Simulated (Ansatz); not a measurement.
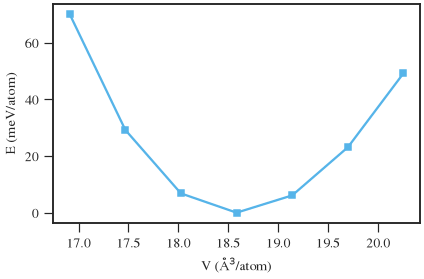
*MoS2 (rutile, P4_2/mnm) under volume change, DFT-PBE in the program Ansatz with PAW potentials, shape and atoms relaxed at each volume.*

Q: What does a third-order Birch–Murnaghan fit give for V₀, B₀ and B′?

A: V₀ = 18.58 Å³/atom, B₀ = 124 GPa, B′ = 4.9.

A made-up cell: these elements were put on the sites of a structure type; neither database checked (COD, Materials Project) lists it. It is not the phase usual at ambient conditions (space group No. 160, 194). The PBE relaxation kept the symmetry of its start; whether a distortion lowers the energy is not shown. No spin polarisation was allowed.

Potentials: the later of the program's two PAW sets.
